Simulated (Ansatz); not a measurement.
Run report: SiH₂OF₂, nudged elastic band (part 2 of 2)

The same run, continued: SiH₂OF₂; RKS BHLYP-D4/def2-SVP (Ansatz 0.2.0). The run did not end well. It belongs to a series of runs on one base structure; here: band between the two ends.

Geometry of the input (Å):
```
Si 0.1423  -0.0200  0.3555
H  0.1814  0.4304  1.7366
F  1.6204  -0.3118  -0.1803
F  -0.4210  1.1370  -0.5935
O  -0.7765  -1.3485  0.2440
H  -0.9142  -1.7972  -0.5862
```

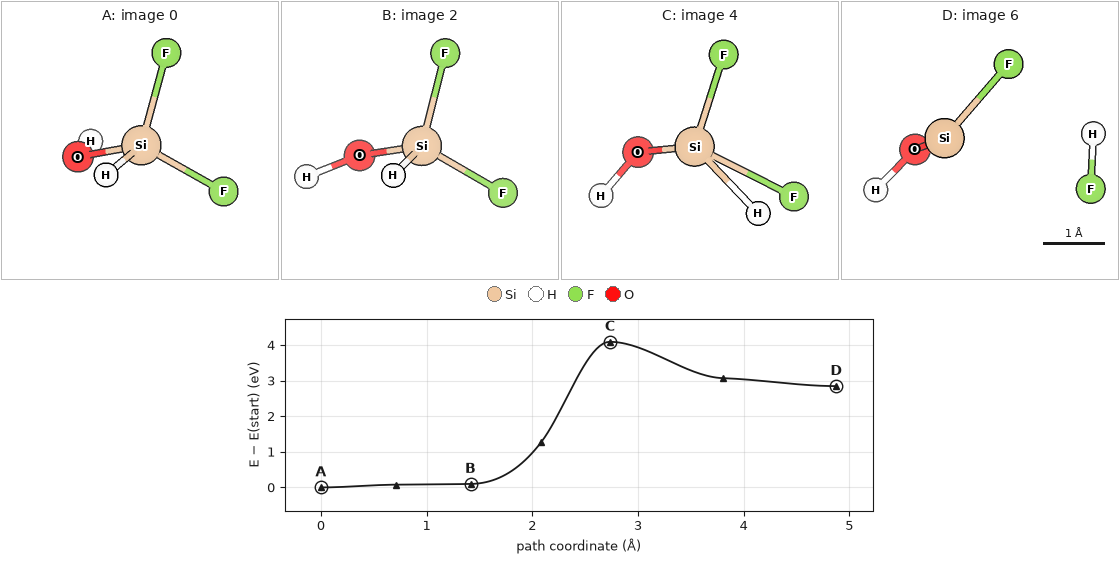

*Images of the last band (counted from 0; ball-and-stick, seen at a tilt) above the energy along the path; the line is a cubic interpolation that uses the forces.*

The highest image is number 4, 4.092 eV above the start and 1.245 eV above the end (the climbing image); the end lies 2.847 eV above the start. The path is 4.88 Å long. The band had not converged after 60 iterations.

```
Unfinished report: {"positions_ang":[[-0.3285583438317308,0.026639765846745232,0.37988778770389553],[0.9367437628316734,0.12532018347459173,1.4085996282738122],[1.5675344807105014,0.025037063240977812,0.4163535800453224],[-0.5525151226110372,1.2530030383950799,-0.6286946526846764],[-0.791774393395527,-1.2572923768363173,-0.5152993036209059],[-0.9990303937038795,-2.0827076741210795,-0.0847450497174472]],"unchecked":["starts","cluster_reference","orbital_swaps","neighbouring_geometries","increment"],"mean_field":{"relativity":"none","state":{"energy":{"ev":-15380.099476753001,"hartree":-565.2082307648188},"converged":true,"gradient_ev":0.00004068630410284499,"stability":{"kind":"minimum","curvature_ev":39.24597005448963},"curvature_floor_ev":0.00030000000000000003,"spin_squared":0.0},"others":[],"fillings":{"estimated":0,"unestimated":0,"tried":0,"untried":0,"excluded_magnetic_sites":0},"n_dropped_functions":0,"n_trapped_functions":0,"passes":{"evaluations":2,"products":18},"factors":{"origin":"Cholesky decomposition","count":691,"bound_ev":0.0012536206654020904},"gradient_stop_ev":0.00009,"reference_kind":"stationary","functional":{"name":"BHLYP","citations":["Becke, J. Chem. Phys. 98, 1372 (1993) doi:10.1063/1.464304","Becke, Phys. Rev. A 38, 3098 (1988) doi:10.1103/PhysRevA.38.3098","Lee, Yang & Parr, Phys. Rev. B 37, 785 (1988) doi:10.1103/PhysRevB.37.785"],"text":"name \"BHLYP\"\ncite \"Becke, J. Chem. Phys. 98, 1372 (1993) doi:10.1063/1.464304\"\ncite \"Becke, Phys. Rev. A 38, 3098 (1988) doi:10.1103/PhysRevA.38.3098\"\ncite \"Lee, Yang & Parr, Phys. Rev. B 37, 785 (1988) doi:10.1103/PhysRevB.37.785\"\nparameter a = 0.5\nexchange = (1 - a)*b88_x + a*exact_x\ncorrelation = lyp_c\n","parameters":{"a":{"value":0.5,"default":0.5}},"final_grid":{"core_spheres":13.0,"valence_spheres":11.0,"degree":36.0},"final_grid_parameter_source":"default","radial_points_factor":1.0,"radial_grid_error_ev":4.671919181681796e-7,"grid_sensitivity":"normal","grid_sensitivity_ratio":0.0009331686670994504},"unsmoothed_excess_ev":-0.00012424823404859188,"symmetry":{"irreps":["A"],"axes":[[0.9981657146754402,0.036756437255233906,-0.04810582466572352],[-0.03465925423096332,0.9984421532514615,0.043726453168975166],[0.049638111795481624,-0.04197893437055282,0.9978846761657841]],"occupied":[{"A":21},{"A":21}]},"held":{"pivots":689,"left_out":0,"joined":2},"density_repulsion":{"missed_ev":0.00002688806117897321,"excess_ev":0.0,"most_excess_ev":0.0001134,"are_drawn_again":false,"n_first_factors":691,"energy_change_ev":0.0,"n_dropped_ends":0}},"factors":{"origin":"Cholesky decomposition","count":691,"bound_ev":0.0012536206654020904},"n_frozen":0,"n_occupied":[21,21],"n_virtual":[49,49],"reference":{"ev":-15380.099476753001,"hartree":-565.2082307648188},"dispersion":{"energy":{"ev":-0.10577771238984211,"hartree":-0.0038872592316180803},"switches_in_reach":[]},"total":{"ev":-15380.20525446539,"hartree":-565.2121180240504},"forces_ev_per_angstrom":[[-0.04321316442212751,0.017284350636217704,-0.007783492695641313],[0.014755087747360021,-0.01266540056357245,-0.008963818226967294],[-0.007582932873133756,-0.043690684562455895,0.017933881355474555],[-0.002444603268010025,0.015190323204930536,-0.01353103795614086],[-0.03734703035501435,0.022890690506368872,-0.00890212704291032],[0.07583264317257465,0.0009907207793944863,0.02124659456648615]],"charge_distribution":{"dipole_moment_e_ang":[-0.18025669219473184,-0.43151236874130355,0.45913783386286494],"mulliken_charges_e":[0.6633934667662515,0.24580805074314738,-0.3281219109854643,-0.3745544997669281,-0.41935240900480153,0.21282730224781343],"lowdin_charges_e":[0.12664647061731849,-0.026850853320685264,-0.0661308970887653,-0.051397976455902494,0.03325719346219813,-0.015523937214146244]},"n_threads":1,"memory_gib":1.7045454550534487,"seconds":{"hamiltonian":1.312959602,"orbitals":0.0,"second_order":0.0,"solver_start":0.0,"cycles":0.0,"cycle":0.0,"perturbative":0.0,"full_ci_increment":0.0,"forces":0.0}}
this run last wrote the band of iteration 60 to [file]
Error: NEB band did not converge after 60 iterations: max|band force component| = 2.74e-1 eV/Å (threshold 5.0e-2); raise `neb.max_iterations` in a new run, which can start from the last band evaluated (`neb.initial_path`, with `crystal.atoms` and `neb.final_atoms` set to its first and last images), add images, or start from endpoints closer to local minima. Where this run's directory can be resumed (`checkpoint.write`), a resume goes on for up to `neb.max_iterations` more; to start a new run from the last band, take its images' positions from the `neb_iteration` event of iteration 60 (`data.images[].positions_ang`), in the event stream of the run that computed that iteration (not this run's, if it was resumed behind it). With `checkpoint.write`, `steps/00-neb/state/checkpoint.json` in the run directory holds the last saved band, under `neb.evaluated.images[].positions_ang` (a band under a hybrid functional on support functions is neither saved nor resumed: `neb.initial_path` says where its path is): check the last entry of `neb.iterations` there, which is earlier than 60 if that iteration was not saved or its write failed. If the band's step has no `state` directory and holds `state.next`, a write was cut short, and the file is under `state.next` instead (behind a loss of power it can be under `state.prev`)
this run wrote the band of iteration 60 to [file] as well, whether or not its events were kept: a new run's `neb.initial_path` can list its `images[].positions_ang`
a run's events are kept only if it was started with --events-out <file>, and are in that file
```

**The last band as extended XYZ (Å, eV, eV/Å)**
```
6
Properties=species:S:1:pos:R:3:forces:R:3 image=0 energy=-15384.29707
Si    0.1423   -0.0200    0.3555   -0.0032  -0.0086  -0.0103
H     0.1814    0.4304    1.7366   -0.0003   0.0018   0.0049
F     1.6204   -0.3118   -0.1803    0.0029   0.0008   0.0017
F    -0.4210    1.1370   -0.5935   -0.0011   0.0015   0.0007
O    -0.7765   -1.3485    0.2440    0.0019   0.0015   0.0009
H    -0.9142   -1.7972   -0.5862   -0.0002   0.0031   0.0021
6
Properties=species:S:1:pos:R:3:forces:R:3 image=1 energy=-15384.21914
Si    0.2002   -0.0394    0.3021    0.0169  -0.0400   0.0088
H     0.0936    0.3497    1.7027   -0.0015   0.0053   0.0013
F     1.7400   -0.1293   -0.0963    0.0259   0.0272   0.0128
F    -0.4470    1.1168   -0.5936   -0.0670  -0.0962  -0.0143
O    -0.4421   -1.4853   -0.0210    0.0846  -0.0580   0.0173
H    -1.3123   -1.7225   -0.3177   -0.0589   0.1616  -0.0258
6
Properties=species:S:1:pos:R:3:forces:R:3 image=2 energy=-15384.19958
Si    0.1689   -0.0153    0.2269    0.0129  -0.0085  -0.0165
H     0.0272    0.1880    1.6669   -0.1199  -0.0397  -0.0209
F     1.7270   -0.1333   -0.0906    0.0051  -0.0121  -0.0750
F    -0.3544    1.2720   -0.5558    0.0389   0.0389   0.0422
O    -0.5963   -1.3056   -0.3783    0.0409  -0.0146  -0.0078
H    -1.1400   -1.9157    0.1068    0.0220   0.0360   0.0780
6
Properties=species:S:1:pos:R:3:forces:R:3 image=3 energy=-15383.02809
Si    0.0015    0.0171    0.2674    2.1997  -0.1502  -0.3905
H     0.4745    0.2318    1.6315   -2.5954   0.3408   1.2081
F     1.6222   -0.1036    0.2070    0.3945  -0.5096  -2.0205
F    -0.4240    1.2223   -0.6910   -0.0591   0.0889   0.5481
O    -0.7889   -1.2243   -0.4170   -0.1681   0.0187   0.6373
H    -1.0528   -2.0532   -0.0218    0.2285   0.2115   0.0175
6
Properties=species:S:1:pos:R:3:forces:R:3 image=4 energy=-15380.20513
Si   -0.3286    0.0266    0.3799   -0.0432   0.0173  -0.0078
H     0.9367    0.1253    1.4086    0.0148  -0.0127  -0.0090
F     1.5675    0.0250    0.4164   -0.0076  -0.0437   0.0179
F    -0.5525    1.2530   -0.6287   -0.0024   0.0152  -0.0135
O    -0.7918   -1.2573   -0.5153   -0.0373   0.0229  -0.0089
H    -0.9990   -2.0827   -0.0847    0.0758   0.0010   0.0212
6
Properties=species:S:1:pos:R:3:forces:R:3 image=5 energy=-15381.22766
Si   -0.8716   -0.1138    0.5027   -0.0764  -0.0188   0.0196
H     1.5907    0.6177    1.2373    0.1795   0.0917   0.0148
F     1.6889   -0.0491    0.6162   -0.0824  -0.0290   0.0393
F    -0.6097    1.1539   -0.4766   -0.0044  -0.0209  -0.0119
O    -0.9100   -1.3180   -0.6187   -0.0066  -0.0092  -0.0245
H    -1.0558   -2.2007   -0.2847   -0.0098  -0.0138  -0.0374
6
Properties=species:S:1:pos:R:3:forces:R:3 image=6 energy=-15381.45015
Si   -0.9512   -0.2807    0.7508    0.0024   0.0070  -0.0057
H     1.3892    0.7145    0.3543    0.0001  -0.0026   0.0017
F     1.6741    0.0089    0.8764   -0.0007   0.0019  -0.0021
F    -0.4116    1.0963    0.0134   -0.0025  -0.0085   0.0045
O    -0.8095   -1.2663   -0.5599    0.0002   0.0045   0.0005
H    -1.0587   -2.1827   -0.4590    0.0005  -0.0025   0.0012
```

**Outcome**

| quantity | value |
| --- | --- |
| outcome | not converged |
| barrier, forward (band not converged) | 4.092 eV |
| barrier, backward | 1.245 eV |
| hardware | 1 thread of Arm Neoverse V2, 24 GiB of memory available, shared host |
| wall time | 7.6 min |
| peak memory | 0.13 GiB |

The run did not converge: “NEB band did not converge after 60 iterations: max|band force component| = 2.74e-1 eV/Å (threshold 5.0e-2); raise `neb.max_iterations` in a new run, which can start from the last band evaluated (`neb.initial_path`, with `crystal.atoms` and `neb.final_atoms` set to its first and last images), add images, or start from endpoints closer to local minima …” Its last values are not results.
